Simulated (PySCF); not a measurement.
**Si2H5O (charge −1): single-point calculation**

System: Si2H5O, charge −1.
Method: B2PLYP/def2-SVPD, RKS (PySCF 2.14.0).

The geometry is that of the parent species in another charge or spin state. The geometry comes from this level: PBE0-D4/def2-TZVP.

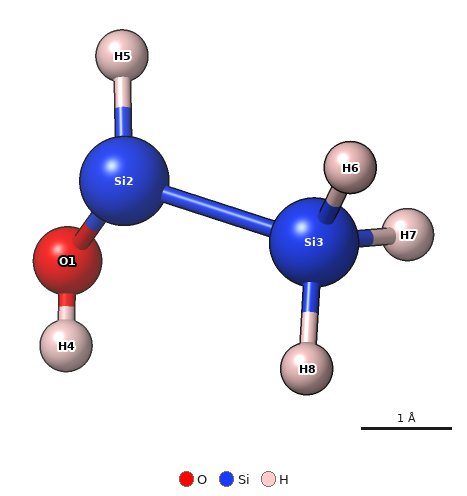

*The structure (ball-and-stick view, seen at a tilt; atoms are numbered from 1 in the order of the input).*

## Results in brief

```tsv
quantity	value
outcome	converged
total energy	−656.663242 hartree
SCF energy	−656.520832 hartree
basis functions	111
HOMO	0.48 eV
LUMO	4.83 eV
hardware	1 thread of Intel Xeon @ 2.70GHz, 189 GiB of memory available, shared host
wall time	26 s
peak memory	0.59 GiB
```

## Notes

The record of the run, not the program, notes: dipole of an ion depends on the origin.

## Input file (job.py)
```python
from pyscf import gto, dft, mp

system = gto.M(
    atom='''
O   -0.929000   0.938400  -1.717100
Si   0.090400   1.134000  -0.425000
Si   0.314200  -0.774200   0.917600
H   -1.805900   0.598400  -1.530300
H    1.378700   1.582300  -1.024400
H    1.190000  -0.426800   2.069000
H    0.883900  -1.960400   0.216700
H   -1.030200  -1.148700   1.437600
''',
    max_memory=1860,
    charge=-1,
    basis='def2-svpd',
    verbose=3,
)

calc0 = dft.RKS(system, xc='0.53*HF + 0.47*B88, 0.73*LYP')
calc0.conv_tol = 1e-10
calc0.grids.level = 5
calc0.kernel()
if not calc0.converged:
    calc0 = calc0.newton().run(calc0.mo_coeff, calc0.mo_occ)

pt = mp.MP2(calc0, frozen=11).run()
e_final = calc0.e_tot + 0.27 * pt.e_corr
print('PT2 part  %.8f' % (0.27 * pt.e_corr))
print('E(%s) = %.9f' % ('B2PLYP', e_final))
```

Launched with:
```bash
OMP_NUM_THREADS=1 python job.py
```

## What the program printed
```
converged SCF energy = -656.520832138166
E(RMP2) = -657.04827427179  E_corr = -0.527442133624033
E(SCS-RMP2) = -657.051357942656  E_corr = -0.530525804489832
PT2 part  -0.14240938
E(B2PLYP) = -656.663241514
```

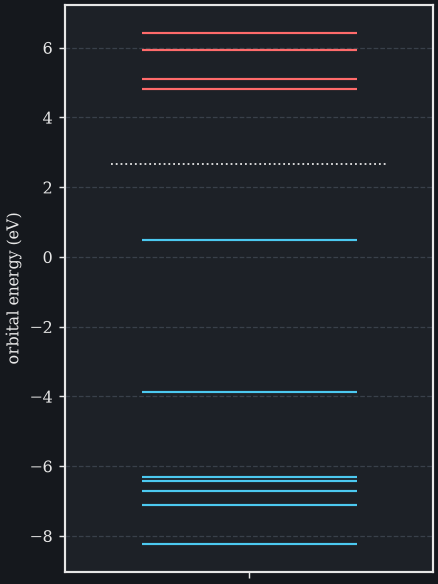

*Orbital energies near the frontier; the dotted line parts filled from empty levels, and levels within 0.02 eV of each other stand side by side.*

Highest filled 0.48 eV, lowest empty 4.83 eV, 4.35 eV apart.
